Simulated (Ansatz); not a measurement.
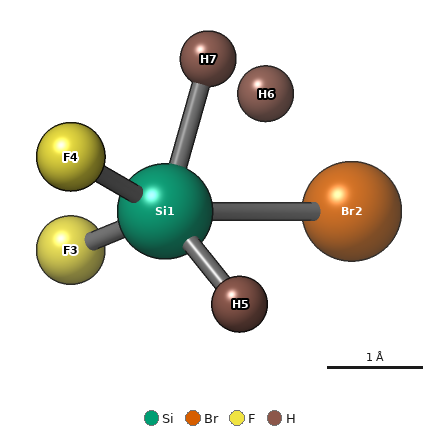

Fig. 1: The structure as given in the input (ball-and-stick view, seen at an oblique angle; atoms are numbered from 1 in the order of the input).

**Two runs on SiH3BrF2**

System: SiH3BrF2.
Method of run 1: RKS B3LYP-D4/def2-TZVPP (Ansatz 0.2.0).

The geometry comes from this level: PBE0-D4/def2-TZVP. Text and figures count atoms from 1; the logs count them from 0 in places.

### The input, run 1
```yaml
crystal:
  periodic: [false, false, false]
  atoms:
    - {symbol: Si, position_ang: [-0.387340, 0.173301, 0.280434]}
    - {symbol: Br, position_ang: [0.835806, -1.954392, -0.586234]}
    - {symbol: F, position_ang: [-1.586211, -0.124246, -0.691537]}
    - {symbol: F, position_ang: [-0.605003, 1.720026, 0.616659]}
    - {symbol: H, position_ang: [-0.279194, -0.427801, 1.604563]}
    - {symbol: H, position_ang: [1.078336, -0.147368, -0.678253]}
    - {symbol: H, position_ang: [0.943506, 0.760481, -0.545530]}
basis:
  gaussian: {orbitals: def2-TZVPP}
hamiltonian: {xc: {name: B3LYP}, dispersion: d4}
```

Launched with:
```bash
ansatz run in.yaml --threads 4 --pin off --events-out ev --progress --plain --max-ram 9574MiB
```

Hardware: 4 threads of Arm Neoverse V1, 23 GiB of memory available, shared host.

### Output (run 1)
```
Functional definition: B3LYP
  parameter a0 = 0.2
  parameter ax = 0.72
  parameter ac = 0.81
  exchange = (1 - a0 - ax)*slater_x + ax*b88_x + a0*exact_x
  correlation = (1 - ac)*vwn_rpa_c + ac*lyp_c
1193 factors; their error is unknown
mean field evaluation 1: about -83409.6258 eV, gradient 4.7e1 eV
mean field evaluation 2: about -83404.3685 eV, gradient 7.8e1 eV
mean field evaluation 4: about -83412.4874 eV, gradient 1.6e0 eV
mean field evaluation 8: about -83412.4924 eV, gradient 3.1e-2 eV
mean field evaluation 16: about -83412.8592 eV, gradient 3.7e-5 eV
mean field -83412.85919125 eV, -3065.3660360118 hartree, gradient 3.7e-5 eV, S^2 0.000000; 0 other end points of the search recorded, 0 dependent functions left out
reference -83412.85942342 eV, -3065.3660445439 hartree; 35, 35 occupied and 159, 159 virtual orbitals, 1193 factors
Total energy: -83413.08753853 eV, -3065.3744276195 hartree
```

The input of run 2 differs as follows (lines with − go, lines with + come):
```diff
-    - {symbol: Si, position_ang: [-0.387340, 0.173301, 0.280434]}
-    - {symbol: Br, position_ang: [0.835806, -1.954392, -0.586234]}
-    - {symbol: F, position_ang: [-1.586211, -0.124246, -0.691537]}
-    - {symbol: F, position_ang: [-0.605003, 1.720026, 0.616659]}
-    - {symbol: H, position_ang: [-0.279194, -0.427801, 1.604563]}
-    - {symbol: H, position_ang: [1.078336, -0.147368, -0.678253]}
-    - {symbol: H, position_ang: [0.943506, 0.760481, -0.545530]}
+    - {symbol: Si, position_ang: [-0.451969, 0.747051, 0.459576]}
+    - {symbol: Br, position_ang: [1.809534, -2.065218, -0.644629]}
+    - {symbol: F, position_ang: [-0.895563, 0.070380, -0.912636]}
+    - {symbol: F, position_ang: [-1.500512, 1.895620, 0.772486]}
+    - {symbol: H, position_ang: [-0.533120, -0.263776, 1.527873]}
+    - {symbol: H, position_ang: [0.698542, -1.746442, -1.473875]}
+    - {symbol: H, position_ang: [0.872987, 1.362385, 0.271303]}
```

What does this change do to the results?

With the same method and basis, run 2 lies 35.6 kcal/mol lower. On the same kind of shared host run 2 took about 0.62 times as long.

### Output (run 2)
```
Functional definition: B3LYP
  parameter a0 = 0.2
  parameter ax = 0.72
  parameter ac = 0.81
  exchange = (1 - a0 - ax)*slater_x + ax*b88_x + a0*exact_x
  correlation = (1 - ac)*vwn_rpa_c + ac*lyp_c
1193 factors; their error is unknown
mean field evaluation 1: about -83411.3172 eV, gradient 4.6e1 eV
mean field evaluation 2: about -83406.8236 eV, gradient 7.5e1 eV
mean field evaluation 4: about -83414.0712 eV, gradient 7.5e-1 eV
mean field evaluation 8: about -83414.4466 eV, gradient 6.1e-2 eV
mean field -83414.44656317 eV, -3065.4243708541 hartree, gradient 5.6e-5 eV, S^2 0.000000; 0 other end points of the search recorded, 0 dependent functions left out
reference -83414.44681080 eV, -3065.4243799543 hartree; 35, 35 occupied and 159, 159 virtual orbitals, 1193 factors
Total energy: -83414.63341609 eV, -3065.4312375720 hartree
```

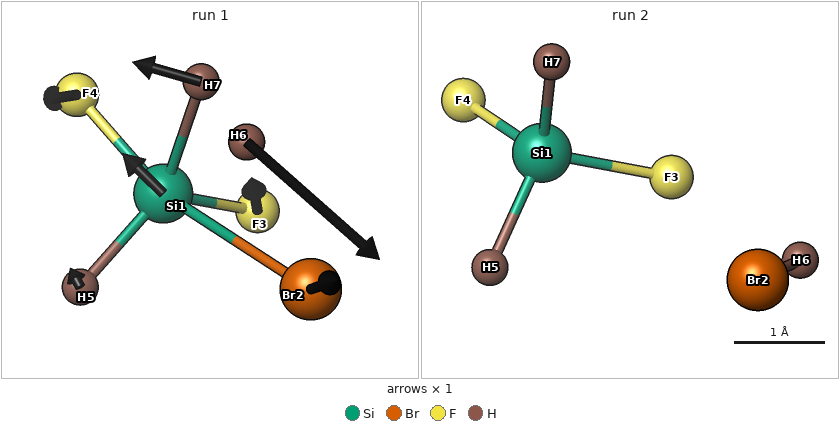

Fig. 2: The two input geometries at one scale (ball-and-stick view, seen at a tilt). The black arrows on the first give the shifts of the atoms after the best rigid fit, at true length. The largest move after the best rigid fit is that of H6, 2.02 Å. By element the largest moves are H 2.02 Å, Br 0.79 Å, F 0.76 Å, Si 0.66 Å. Among the contacts that change: Si1–Br2 2.603 → 3.774 Å, Br2–H6 1.826 → 1.423 Å, Si1–H7 1.673 → 1.473 Å, Si1–F3 1.572 → 1.593 Å.

### The two runs side by side

```csv
quantity,run 1,run 2
outcome,converged,converged
total energy (hartree),−3065.374428,−3065.431238
basis functions,194,194
wall time (shared host),3.3 s,2 s
```
